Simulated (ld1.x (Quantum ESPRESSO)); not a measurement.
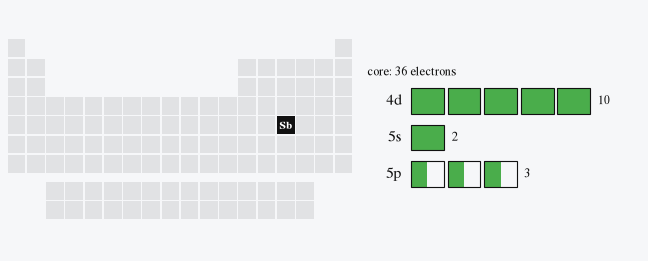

Figure 1. Left, the place of antimony in the periodic table; right, the valence shells of the reference configuration: a box for each of the 2l + 1 orbitals, shaded by the share of the shell that is filled, with the electron count at the right. The shells are those of the unaltered input.

## Sb: pseudopotential generation

Antimony (Sb, Z = 51), core [Kr], reference valence 4d10 5s2 5p3, valence charge 15. (This line and the method describe the unaltered input from which the odd one was made.) Computed at this level: TM potential, BLYP, fully relativistic, made with ld1.x (Quantum ESPRESSO) 7.5.

### Input
```
 &input
   title='Sb', zed=51., rel=2, dft='BLYP', iswitch=3, tr2=1e-20,
   config='[Kr] 4d10 5s2 5p3', rel_dist='average',
   nld=5, rlderiv=2.55, eminld=-4.0, emaxld=5.0, deld=0.02
 /
 &inputp
   pseudotype=2, tm=.true., lloc=-2, rcloc=1.35,
   nlcc=.true., rcore=0.70,
   file_pseudopw='Sb.UPF', file_wfcaegen='ae.wfc', file_wfcncgen='nc.wfc', file_beta='beta', file_chi='chi'
 /
3
5S  1  0   2.00   0.00  1.65  1.65  0.0
5P  2  1   3.00   0.00  2.35  2.35  0.0
4D  3  2  10.00   0.00  1.05  1.05  0.0
 &test
   configts(1)='4d10 5s2 5p3'
 /
```

Hardware: 1 CPU thread, shared host.

Launched with:
```bash
ld1.x < Sb.in > Sb.out
```

### Log
```
     Program LD1 v.7.5
     Message from routine scf:
     warning: convergence not achieved
     --------------------------- All-electron run ----------------------------

     Sb
     dirac relativistic calculation

     atomic number is 51.00
     dft =BLYP   lsd =0 sic =0 latt =0  beta=0.20 tr2=1.0E-20
     Exchange-correlation= BLYP
                           (   1   3   1   3   0   0   0)
     mesh =1243 r(mesh) =  98.80758 a.u. xmin = -7.00 dx = 0.01250
     1 Ry =  13.60569312 eV, c = 137.03599908

     n l j   nl                  e(Ry)          e(Ha)          e(eV)
     Spin orbit split results
     1 0 0.5 1S 1( 2.00)     -2226.2425     -1113.1213    -30289.5723
     2 0 0.5 2S 1( 2.00)      -338.6538      -169.3269     -4607.6203
     2 1 0.5 2P 1( 2.00)      -316.8449      -158.4225     -4310.8949
     2 1 1.5 2P 1( 4.00)      -298.3277      -149.1638     -4058.9545
     3 0 0.5 3S 1( 2.00)       -66.3667       -33.1833      -902.9647
     3 1 0.5 3P 1( 2.00)       -57.4529       -28.7264      -781.6864
     3 1 1.5 3P 1( 4.00)       -54.0370       -27.0185      -735.2109
     4 0 0.5 4S 1( 2.00)       -10.9080        -5.4540      -148.4107
     4 1 0.5 4P 1( 2.00)        -7.8933        -3.9467      -107.3942
     4 1 1.5 4P 1( 4.00)        -7.2597        -3.6299       -98.7736
     3 2 1.5 3D 1( 4.00)       -38.2903       -19.1452      -520.9664
     3 2 2.5 3D 1( 6.00)       -37.5803       -18.7902      -511.3061
     4 2 1.5 4D 1( 4.00)        -2.4982        -1.2491       -33.9897
     4 2 2.5 4D 1( 6.00)        -2.4067        -1.2033       -32.7443
     5 0 0.5 5S 1( 2.00)        -0.9348        -0.4674       -12.7184
     5 1 0.5 5P 1( 1.00)        -0.3759        -0.1879        -5.1144
     5 1 1.5 5P 1( 2.00)        -0.3308        -0.1654        -4.5012
     Averaged results
     1 0     1S 1( 2.00)     -2226.2425     -1113.1213    -30289.5723
     2 0     2S 1( 2.00)      -338.6538      -169.3269     -4607.6203
     2 1     2P 1( 6.00)      -304.5001      -152.2500     -4142.9346
     3 0     3S 1( 2.00)       -66.3667       -33.1833      -902.9647
     3 1     3P 1( 6.00)       -55.1756       -27.5878      -750.7027
     4 0     4S 1( 2.00)       -10.9080        -5.4540      -148.4107
     4 1     4P 1( 6.00)        -7.4709        -3.7355      -101.6471
     3 2     3D 1(10.00)       -37.8643       -18.9322      -515.1702
     4 2     4D 1(10.00)        -2.4433        -1.2216       -33.2424
     5 0     5S 1( 2.00)        -0.9348        -0.4674       -12.7184
     5 1     5P 1( 3.00)        -0.3459        -0.1729        -4.7056

     final scf error:  6.0E-20 reached in 201 iterations

     Etot =  -12968.290655 Ry,   -6484.145328 Ha, -176442.582984 eV

     Ekin =   13685.711101 Ry,    6842.855551 Ha,  186203.585413 eV
     Encl =  -31489.850642 Ry,  -15744.925321 Ha, -428441.244318 eV
     Eh   =    5178.347492 Ry,    2589.173746 Ha,   70455.006859 eV
     Exc  =    -342.498607 Ry,    -171.249303 Ha,   -4659.930939 eV

     normalization and overlap integrals

     s(1S/1S) =  1.000000  <r> =   0.0284  <r2> =    0.0011  r(max) =   0.0184
     s(2S/2S) =  1.000000  <r> =   0.1222  <r2> =    0.0177  r(max) =   0.1034
     s(2P/2P) =  1.000000  <r> =   0.1032  <r2> =    0.0131  r(max) =   0.0805
     s(2P/2P) =  1.000000  <r> =   0.1087  <r2> =    0.0144  r(max) =   0.0846
     s(3S/3S) =  1.000000  <r> =   0.3303  <r2> =    0.1249  r(max) =   0.2991
     s(3P/3P) =  1.000000  <r> =   0.3209  <r2> =    0.1197  r(max) =   0.2881
     s(3P/3P) =  1.000000  <r> =   0.3322  <r2> =    0.1281  r(max) =   0.2954
     s(4S/4S) =  1.000000  <r> =   0.7906  <r2> =    0.7073  r(max) =   0.7266
     s(4P/4P) =  1.000000  <r> =   0.8324  <r2> =    0.7914  r(max) =   0.7450
     s(4P/4P) =  1.000000  <r> =   0.8617  <r2> =    0.8482  r(max) =   0.7735
     s(3D/3D) =  1.000000  <r> =   0.3034  <r2> =    0.1092  r(max) =   0.2419
     s(3D/3D) =  1.000000  <r> =   0.3070  <r2> =    0.1117  r(max) =   0.2449
     s(4D/4D) =  1.000000  <r> =   1.0236  <r2> =    1.2390  r(max) =   0.8442
     s(4D/4D) =  1.000000  <r> =   1.0370  <r2> =    1.2723  r(max) =   0.8549
     s(5S/5S) =  1.000000  <r> =   2.2217  <r2> =    5.6284  r(max) =   1.8789
     s(5P/5P) =  1.000000  <r> =   2.8331  <r2> =    9.3759  r(max) =   2.2664
     s(5P/5P) =  1.000000  <r> =   2.9821  <r2> =   10.4058  r(max) =   2.3530

     ------------------------ End of All-electron run ------------------------

     --------------------- Generating NC pseudopotential ---------------------

      Generating local potential from pseudized AE potential:
      Matching radius rcloc =   1.3500
      Enforcing V''(0)=0 (lloc=-2)

      Local pseudo, rcloc= 1.341 Estimated cut-off energy=    17.79 Ry

      Computing core charge for nlcc:

       r > 0.71 : true rho core
       r < 0.71 : rho core = a sin(br)/r    a=  24.10  b=   3.03

      Integrated core pseudo-charge :  10.78

     Fully relativistic calculation: |psi|^2

     Wfc 5S LC norm =  0.99991381 SC norm =  0.00008370 missing  0.00000248

     Wfc 5P LC norm =  0.99994776 SC norm =  0.00005202 missing  0.00000023

     Wfc 5P LC norm =  0.99995295 SC norm =  0.00004205 missing  0.00000500

     Wfc 4D LC norm =  0.99963700 SC norm =  0.00036298 missing  0.00000002

     Wfc 4D LC norm =  0.99964503 SC norm =  0.00035481 missing  0.00000016

      Wfc   5S  rcut= 1.638  Using Troullier-Martins method

      Wfc   5P  rcut= 2.324  Using Troullier-Martins method

      Wfc   5P  rcut= 2.324  Using Troullier-Martins method

      Wfc   4D  rcut= 1.044  Using Troullier-Martins method

      Wfc   4D  rcut= 1.044  Using Troullier-Martins method

     ------------------- End of pseudopotential generation -------------------

     Message from routine scf:
     warning: convergence not achieved
     --------------------------- All-electron run ----------------------------

     Sb
     dirac relativistic calculation

     atomic number is 51.00
     dft =BLYP   lsd =0 sic =0 latt =0  beta=0.20 tr2=1.0E-20
     Exchange-correlation= BLYP
                           (   1   3   1   3   0   0   0)
     mesh =1243 r(mesh) =  98.80758 a.u. xmin = -7.00 dx = 0.01250
     1 Ry =  13.60569312 eV, c = 137.03599908

     n l j   nl                  e(Ry)          e(Ha)          e(eV)
     Spin orbit split results
     1 0 0.5 1S 1( 2.00)     -2226.2425     -1113.1213    -30289.5723
     2 0 0.5 2S 1( 2.00)      -338.6538      -169.3269     -4607.6203
     2 1 0.5 2P 1( 2.00)      -316.8449      -158.4225     -4310.8949
     2 1 1.5 2P 1( 4.00)      -298.3277      -149.1638     -4058.9545
     3 0 0.5 3S 1( 2.00)       -66.3667       -33.1833      -902.9647
     3 1 0.5 3P 1( 2.00)       -57.4529       -28.7264      -781.6864
     3 1 1.5 3P 1( 4.00)       -54.0370       -27.0185      -735.2109
     4 0 0.5 4S 1( 2.00)       -10.9080        -5.4540      -148.4107
     4 1 0.5 4P 1( 2.00)        -7.8933        -3.9467      -107.3942
     4 1 1.5 4P 1( 4.00)        -7.2597        -3.6299       -98.7736
     3 2 1.5 3D 1( 4.00)       -38.2903       -19.1452      -520.9664
     3 2 2.5 3D 1( 6.00)       -37.5803       -18.7902      -511.3061
     4 2 1.5 4D 1( 4.00)        -2.4982        -1.2491       -33.9897
     4 2 2.5 4D 1( 6.00)        -2.4067        -1.2033       -32.7443
     5 0 0.5 5S 1( 2.00)        -0.9348        -0.4674       -12.7184
     5 1 0.5 5P 1( 1.00)        -0.3759        -0.1879        -5.1144
     5 1 1.5 5P 1( 2.00)        -0.3308        -0.1654        -4.5012
     Averaged results
     1 0     1S 1( 2.00)     -2226.2425     -1113.1213    -30289.5723
     2 0     2S 1( 2.00)      -338.6538      -169.3269     -4607.6203
     2 1     2P 1( 6.00)      -304.5001      -152.2500     -4142.9346
     3 0     3S 1( 2.00)       -66.3667       -33.1833      -902.9647
     3 1     3P 1( 6.00)       -55.1756       -27.5878      -750.7027
     4 0     4S 1( 2.00)       -10.9080        -5.4540      -148.4107
     4 1     4P 1( 6.00)        -7.4709        -3.7355      -101.6471
     3 2     3D 1(10.00)       -37.8643       -18.9322      -515.1702
     4 2     4D 1(10.00)        -2.4433        -1.2216       -33.2424
     5 0     5S 1( 2.00)        -0.9348        -0.4674       -12.7184
     5 1     5P 1( 3.00)        -0.3459        -0.1729        -4.7056

     final scf error:  6.0E-20 reached in 201 iterations

     Etot =  -12968.290655 Ry,   -6484.145328 Ha, -176442.582984 eV

     Ekin =   13685.711101 Ry,    6842.855551 Ha,  186203.585413 eV
     Encl =  -31489.850642 Ry,  -15744.925321 Ha, -428441.244318 eV
     Eh   =    5178.347492 Ry,    2589.173746 Ha,   70455.006859 eV
     Exc  =    -342.498607 Ry,    -171.249303 Ha,   -4659.930939 eV

     normalization and overlap integrals

     s(1S/1S) =  1.000000  <r> =   0.0284  <r2> =    0.0011  r(max) =   0.0184
     s(2S/2S) =  1.000000  <r> =   0.1222  <r2> =    0.0177  r(max) =   0.1034
     s(2P/2P) =  1.000000  <r> =   0.1032  <r2> =    0.0131  r(max) =   0.0805
     s(2P/2P) =  1.000000  <r> =   0.1087  <r2> =    0.0144  r(max) =   0.0846
     s(3S/3S) =  1.000000  <r> =   0.3303  <r2> =    0.1249  r(max) =   0.2991
     s(3P/3P) =  1.000000  <r> =   0.3209  <r2> =    0.1197  r(max) =   0.2881
     s(3P/3P) =  1.000000  <r> =   0.3322  <r2> =    0.1281  r(max) =   0.2954
     s(4S/4S) =  1.000000  <r> =   0.7906  <r2> =    0.7073  r(max) =   0.7266
     s(4P/4P) =  1.000000  <r> =   0.8324  <r2> =    0.7914  r(max) =   0.7450
     s(4P/4P) =  1.000000  <r> =   0.8617  <r2> =    0.8482  r(max) =   0.7735
     s(3D/3D) =  1.000000  <r> =   0.3034  <r2> =    0.1092  r(max) =   0.2419
     s(3D/3D) =  1.000000  <r> =   0.3070  <r2> =    0.1117  r(max) =   0.2449
     s(4D/4D) =  1.000000  <r> =   1.0236  <r2> =    1.2390  r(max) =   0.8442
     s(4D/4D) =  1.000000  <r> =   1.0370  <r2> =    1.2723  r(max) =   0.8549
     s(5S/5S) =  1.000000  <r> =   2.2217  <r2> =    5.6284  r(max) =   1.8789
     s(5P/5P) =  1.000000  <r> =   2.8331  <r2> =    9.3759  r(max) =   2.2664
     s(5P/5P) =  1.000000  <r> =   2.9821  <r2> =   10.4058  r(max) =   2.3530

     ------------------------ End of All-electron run ------------------------

     Computing logarithmic derivative in   2.55217
     Message from routine run_pseudo:
     Warning: convergence not achieved
     Computing logarithmic derivative in   2.55217
     Computing the partial wave expansion
     R is outside the sphere for l=    0 j= 0.50
     R is outside the sphere for l=    1 j= 0.50
     R is outside the sphere for l=    1 j= 1.50
     R is outside the sphere for l=    2 j= 1.50
     R is outside the sphere for l=    2 j= 2.50

     ---------------------- Testing the pseudopotential ----------------------

     Sb
     dirac relativistic calculation

     atomic number is 51.00   valence charge is 15.00
     dft =BLYP   lsd =0 sic =0 latt =0  beta=0.20 tr2=1.0E-20
     mesh =1243 r(mesh) =  98.80758 xmin = -7.00 dx = 0.01250

     n l  j  nl             e AE (Ry)       e PS (Ry)    De AE-PS (Ry)
     3 2 1.5 4D   1( 4.00)       -2.49820       -2.49808       -0.00012
     3 2 2.5 4D   1( 6.00)       -2.40666       -2.40679        0.00013
     1 0 0.5 5S   1( 2.00)       -0.93478       -0.93478        0.00000
     2 1 0.5 5P   1( 1.00)       -0.37590       -0.37590       -0.00000
     2 1 1.5 5P   1( 2.00)       -0.33083       -0.33084        0.00000

     eps = 2.6E-16  iter =201

     Etot =  -12968.290655 Ry,   -6484.145328 Ha, -176442.582984 eV
     Etotps =  -184.546524 Ry,     -92.273262 Ha,   -2510.883375 eV

     Ekin =     115.474842 Ry,      57.737421 Ha,    1571.115260 eV
     Encl =    -349.534154 Ry,    -174.767077 Ha,   -4755.654442 eV
     Ehrt =     138.631157 Ry,      69.315578 Ha,    1886.172976 eV
     Ecxc =     -46.635546 Ry,     -23.317773 Ha,    -634.508922 eV
     (Ecc =     -21.590852 Ry,     -10.795426 Ha,    -293.758500 eV)
     Epseu=     -42.482823 Ry,     -21.241411 Ha,    -578.008247 eV

     ---------------------- End of pseudopotential test ----------------------
```

### What the run reported

```tsv
quantity	value
outcome	generated
wall time	1.8 s
```

### What is odd here

This input holds a deliberate oddity: threshold tr2=1e-20. The program ran to the end. The all-electron atom is untouched: its total energy equals that from the unaltered input (−12968.2907 Ry). The pseudo-atom's energy and levels in the reference configuration are also those from the unaltered input, so the oddity leaves no trace there. The pseudo-atom meets the occupied all-electron levels that the test lists within 0.00013 Ry. No test for ghost states or cutoffs was run on this potential, so its soundness isn't shown. Warnings of the program, in the generation or the tests: convergence not achieved; warning: convergence not achieved.
